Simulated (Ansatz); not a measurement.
# Single-point calculation, with input and output: GaNH₃ (charge +1)

- system: GaNH₃, charge +1
- method: r2SCAN/def2-TZVP, RKS (Ansatz 0.2.0)

The geometry is that of the parent species in another charge or spin state. The geometry comes from this level: PBE0-D4/def2-TZVP.

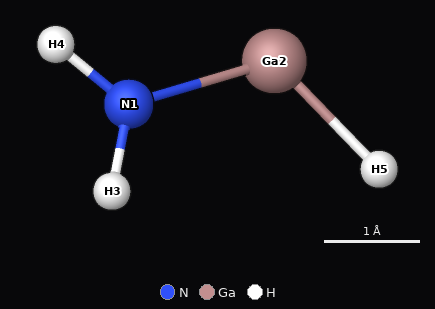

**Figure 1.** The input geometry (ball-and-stick view, seen at a tilt; atoms are numbered from 1 in the order of the input). Sticks mark near contacts. Bond lengths as drawn: Ga–H 1.59 Å, Ga–N 1.83 Å and H–N 1.01 Å.

### Input file
```yaml
crystal:
  periodic: [false, false, false]
  atoms:
    - {symbol: N, position_ang: [-0.211900, -0.684000, 0.064700]}
    - {symbol: Ga, position_ang: [0.815500, 0.782900, 0.417000]}
    - {symbol: H, position_ang: [-0.946800, -0.701300, -0.625100]}
    - {symbol: H, position_ang: [-0.115200, -1.569300, 0.532000]}
    - {symbol: H, position_ang: [0.508200, 2.097900, -0.430100]}
basis:
  gaussian:
    orbitals: def2-TZVP
total_charge: 1
hamiltonian:
  xc: r2scan
accuracy: high
output:
  orbitals: {seedname: orbitals}
```

Hardware: 1 thread of Arm Neoverse V1, 24 GiB of memory available, shared host.

Launch command:
```bash
ansatz run molecule.yaml --threads 1 --pin off --max-ram 3480MiB --events-out events.jsonl --progress --plain --runs-dir runs
```

### Output
```
Functional definition: r2SCAN
  name "r2SCAN"
  parameter k0 = 0.174
  parameter k1 = 0.065
  parameter a1 = 4.9479
  exchange = r2scan_x(k0 = k0, k1 = k1, a1 = a1)
  correlation = r2scan_c
1601 factors; integrals over basis functions are off by at most 4.6e-9 eV
mean field evaluation 1: about -53884.4244 eV, gradient 1.1e2 eV
mean field evaluation 2: about -53750.7988 eV, gradient 1.8e2 eV
mean field evaluation 4: about -53907.1938 eV, gradient 1.6e1 eV
mean field evaluation 8: about -53907.5326 eV, gradient 1.8e-1 eV
mean field evaluation 16: about -53907.5250 eV, gradient 4.7e-6 eV
mean field -53907.52496631 eV, -1981.0650026792 hartree, gradient 3.6e-8 eV, S^2 0.000000; 0 other end points of the search recorded, 0 dependent functions left out
reference -53907.52496708 eV, -1981.0650027072 hartree; 20, 20 occupied and 77, 77 virtual orbitals, 1601 factors
Total energy: -53907.52496708 eV, -1981.0650027072 hartree
```

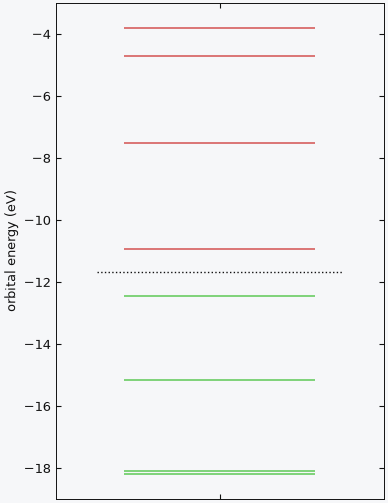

**Figure 2.** Orbital energies near the frontier; the dotted line parts filled from empty levels, and levels within 0.02 eV of each other stand side by side. Highest filled −12.44 eV, lowest empty −10.92 eV, 1.52 eV apart.

### Key numbers

| quantity | value |
| --- | --- |
| outcome | converged |
| total energy | −1981.065003 hartree |
| basis functions | 97 |
| SCF solution under orbital rotations | stable |
| HOMO | −12.44 eV |
| LUMO | −10.92 eV |
| wall time | 7.8 s |
| peak memory | 0.23 GiB |
